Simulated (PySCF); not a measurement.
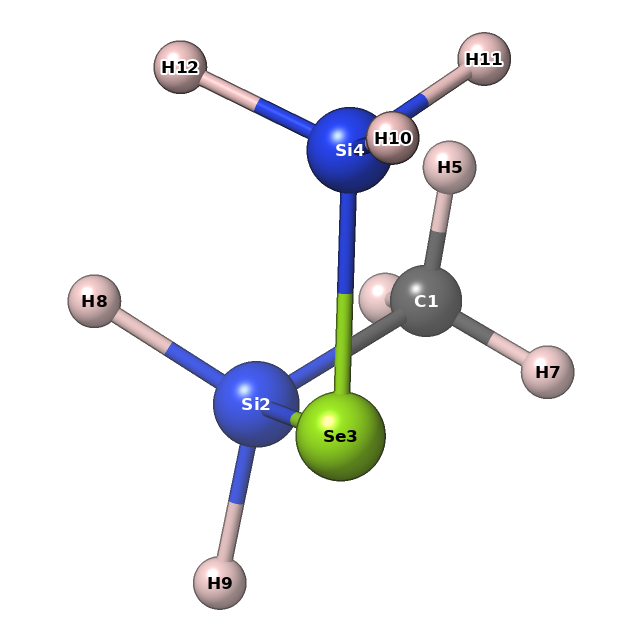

Si2 lies behind Se3. The molecule seen a little off the Se3–Si2 bond, Se3 in front. Depth is shown by fading: the farther an atom, the more it takes the colour of the background. The geometry was computed by an optimisation with PBE0-D3(BJ)/def2-SVP. No frequency run is at hand to confirm it as a minimum.

What is the torsion angle Si4–Se3–Si2–C1? The sign is positive where the front bond must turn clockwise to cover the back bond.

67°, synclinal (gauche).
